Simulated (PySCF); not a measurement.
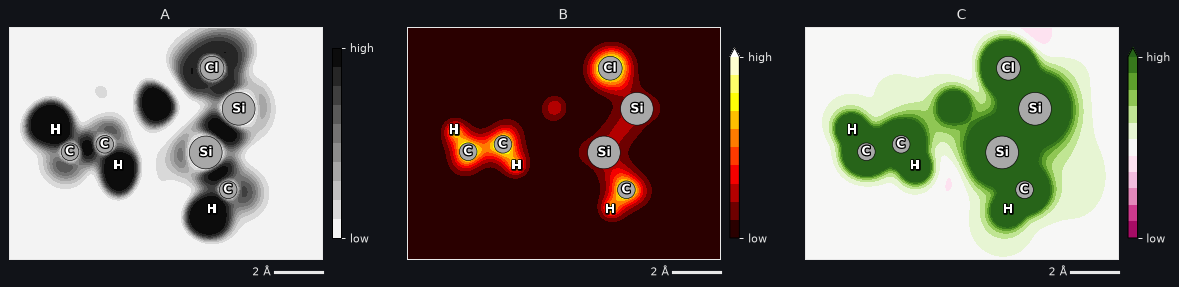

C6H15Cl3SSi2: 3 fields on the plane of atoms C1, C2 and H16, with unlabelled colour scales. Grey discs cover the atomic cores.

Geometry: PBE0-D3(BJ)/def2-SVP.

Theory: PBE0/pcSseg-1, SCF density, gas phase, non-relativistic in PySCF 2.14.0.

Match the panels to the quantities (electron density, electron localisation function and electrostatic potential).

Answer. Panel A: electron localisation function. Panel B: electron density. Panel C: electrostatic potential (strongly positive close to the atoms and fading to about zero outside). From the grid: C–C (1.52 Å): the density is about 1.6 e/Å³ at the midpoint; the ELF peaks at about 0.95 between the atoms; a shared electron pair. C–Si (1.86 Å): ρ at the midpoint is about 0.97 e/Å³; the ELF peaks at about 0.95 between the atoms, as expected for a covalent bond.
